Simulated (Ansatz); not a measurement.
Coordinates of C₃H₈OSi, SMILES C[C@@]1(O)C[SiH2]1 (Å):

```xyz
13

C     -1.4826     0.3477     0.0845
C     -0.1275    -0.2883     0.2289
O     -0.1244    -1.4540     1.0166
C      0.6736    -0.4964    -1.0532
Si     1.4586     0.7178     0.1114
H     -1.8800     0.6564     1.0553
H     -2.1838    -0.3639    -0.3657
H     -1.4382     1.2361    -0.5502
H     -0.2746    -1.1978     1.9305
H      0.2094    -0.1601    -1.9752
H      1.1342    -1.4766    -1.1308
H      2.6460     0.2833     0.8765
H      1.4099     2.1612    -0.2139
```

Kohn-Sham orbital energies near the frontier, ωB97X-V/def2-TZVPP with the Ansatz code 0.2.0, at a PBE0-D4/def2-TZVP geometry (a minimum by its frequencies), isolated molecule; empty levels in grey, levels within 0.03 eV side by side.

Question: Where do the frontier orbitals lie?

Answer: HOMO at −8.62 eV, LUMO at 2.04 eV, 10.66 eV apart.

Question: How far below the HOMO does the next level lie?

Answer: 1.72 eV.

Question: List the levels.

Answer:
```
orbital  energy (eV)
 LUMO+5         4.25
 LUMO+4         3.82
 LUMO+3         3.54
 LUMO+2         3.28
 LUMO+1         2.84
   LUMO         2.04
   HOMO        −8.62
 HOMO−1       −10.35
 HOMO−2       −11.37
 HOMO−3       −12.29
 HOMO−4       −13.20
 HOMO−5       −13.22
 HOMO−6       −13.97
 HOMO−7       −14.86
 HOMO−8       −15.12
 HOMO−9       −16.17
```

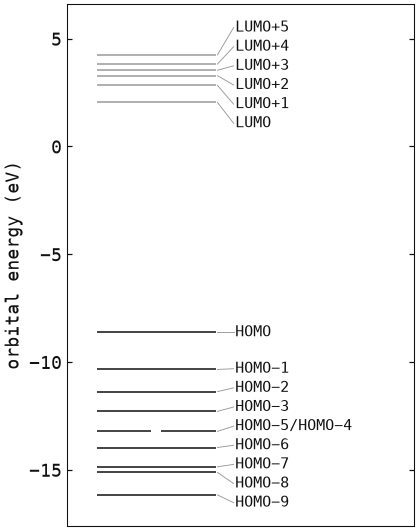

Caveats: empty levels above zero depend strongly on the basis.
